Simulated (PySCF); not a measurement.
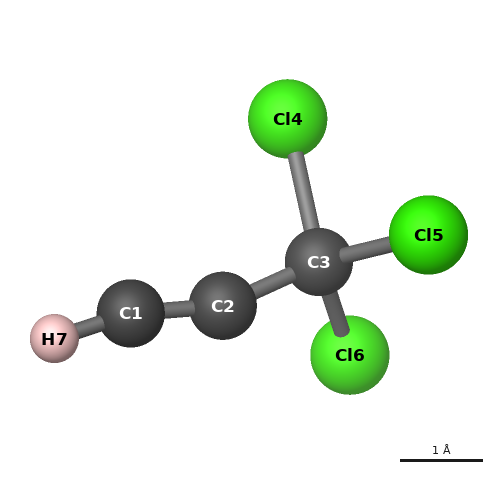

Numbered structure. Geometry: a frame of a GFN2-xTB molecular-dynamics simulation, not a minimum.

What is the geometry at C3?

Answer. C3 has 4 neighbours (C2 at 1.42, Cl4 at 1.90, Cl5 at 1.73, Cl6 at 1.83 Å); the arrangement is tetrahedral.
